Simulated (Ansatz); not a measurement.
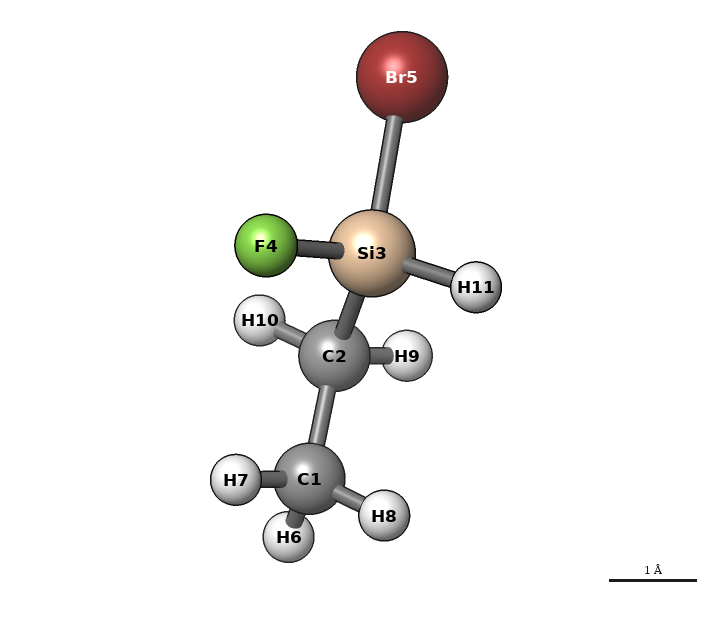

The atoms are numbered. Computed geometry: PBE0-D4/def2-TZVP optimisation. No frequency run is at hand to confirm it as a minimum.

List the bonds and their lengths.

| bond | length (Å) | order |
| --- | --- | --- |
| C1–C2 | 1.528 | single |
| C1–H6 | 1.092 | single |
| C1–H7 | 1.092 | single |
| C1–H8 | 1.093 | single |
| C2–Si3 | 1.852 | single |
| C2–H9 | 1.096 | single |
| C2–H10 | 1.095 | single |
| Si3–F4 | 1.596 | single |
| Si3–Br5 | 2.213 | single |
| Si3–H11 | 1.480 | single |
